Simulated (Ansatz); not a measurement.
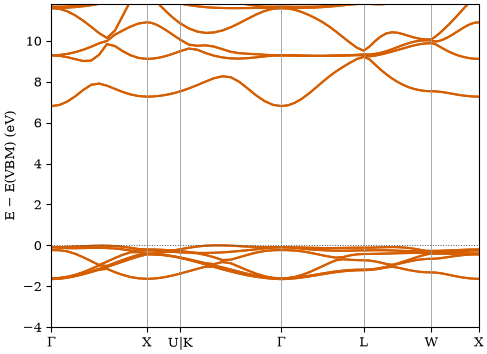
Figure. Band structure from PBEsol with spin–orbit coupling in the plane-wave PAW code Ansatz

Task: Read off the gap and where the band edges lie.

Result: About 6.8 eV (6.81 eV by a search for the band edges); maximum on the K–Γ line, 36 % of the way from K, minimum at Γ.

The material is BaF$_{2}$ (fluorite, Fm-3m).

Symmetry was held in the PBEsol relaxation.

Potentials: the later of the program's two PAW sets.
